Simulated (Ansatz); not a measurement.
# P$_{5}$ (charge +1, triplet): what the fields show

```xyz
5

P     0.1045    1.4911   -0.3439
P     1.0659   -0.4148   -1.1035
P     1.0317   -0.0588    1.1349
P    -0.9895   -1.2478   -0.6888
P    -1.2126    0.2303    1.0013
```

Geometry: B3LYP-D4/def2-SVP.

Level of theory: UKS PBE0-D4/def2-TZVP (Ansatz).

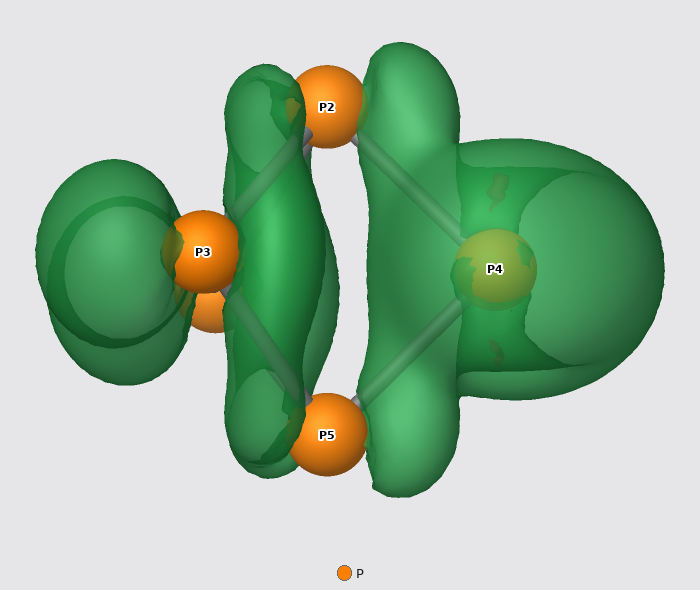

Figure 1. Isosurfaces of the spin density (α minus β) at +0.02 (green) and −0.02 e/Å³ (red), seen at a tilt.

Question: Describe the spin distribution.

Answer: The unpaired spin (2 electrons) lies mostly on P4 (about 1.1), P1 (about 0.3), P3 (about 0.3), P2 (about 0.1) and P5 (about 0.1), in electrons by Hirshfeld's partition.

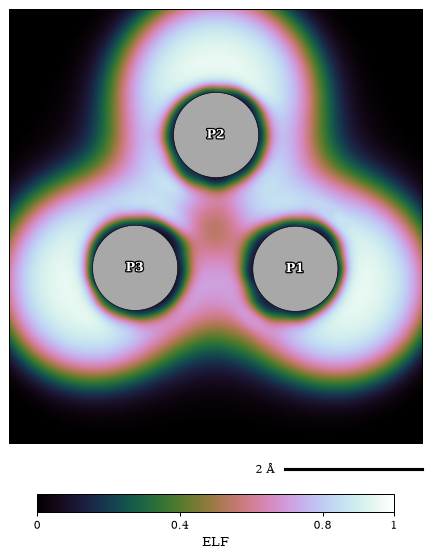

Figure 2. ELF on the plane of atoms P1, P3 and P2. Grey discs cover the atomic cores.

Question: Describe what can be read from this map.

Answer: Atoms in the plane: P. P–P (2.27 Å): the ELF peaks at about 0.80 between the atoms (localised, covalent bonding). P–P (2.33 Å): the ELF peaks at about 0.70 between the atoms. The ELF also peaks beside P1, P3 and P2, away from the bonds: non-bonding electrons, paired or unpaired.

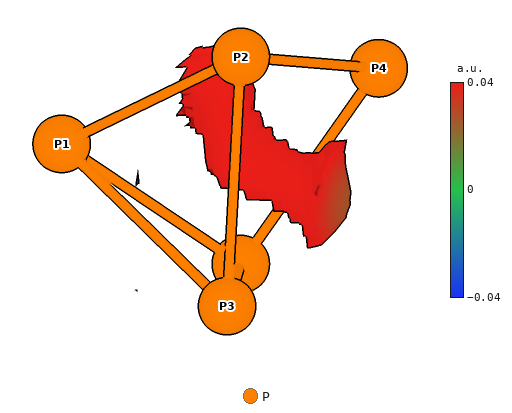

Figure 3. Non-covalent interaction (NCI) plot: the surface where the reduced density gradient is 0.4, for densities under 0.05 a.u., coloured by sign(λ₂)ρ; seen at an oblique angle.

Question: Identify the weak interactions.

Answer: In the angle between P4, P2 and P5: mostly steric crowding (olive to red).
